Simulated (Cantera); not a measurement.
Feed: 1 mol Cu₂O, 140 mol H₂, 0.92 mol N₂, held at 21000 Pa.

Method: chemical equilibrium by Gibbs-energy minimisation in Cantera with the NASA 1993 tables (ideal gas, pure condensed phases). Candidate condensed phases: Cu, CuO, Cu(OH)₂, Cu₂O, H₂O; 27 gas species. Rates play no part.

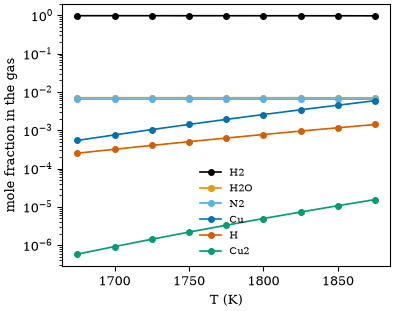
Figure. Equilibrium gas composition (values under 1e-9 drawn at 1e-9)

Problem. Read off the mole fractions at 1775 K.

Solution. H₂ about 0.98, H₂O about 0.0071, N₂ about 0.0065, Cu about 0.0019, H about 0.00063, Cu₂ about 3.3e-6.
